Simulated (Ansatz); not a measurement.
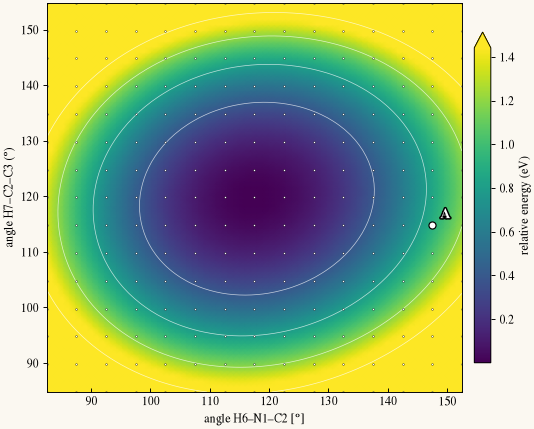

C₂H₆InN, SMILES NC=[CH][InH2]. 
- Coordinates scanned: (1) angle H6–N1–C2; (2) angle H7–C2–C3.
- Nothing is relaxed (all other coordinates rigid).
- The scan uses a 15 × 15 grid.
- Energies: eV, counted from the lowest grid point.
- Theory: RHF/def2-TZVP (Ansatz).

Drawn: a smooth colour map with a few white contour lines, dots at the grid points, one colour for all values above the top of the scale, the point A. Between grid points the surface is interpolated.

Q: Is A at rest? If not, where is it pushed?

A: A, at angle H6–N1–C2 = 147.5°, angle H7–C2–C3 = 114.8°, is not a stationary point. The computed force is 0.054 eV for each degree towards smaller values of angle H6–N1–C2 and 0.017 eV for each degree towards larger values of angle H7–C2–C3.
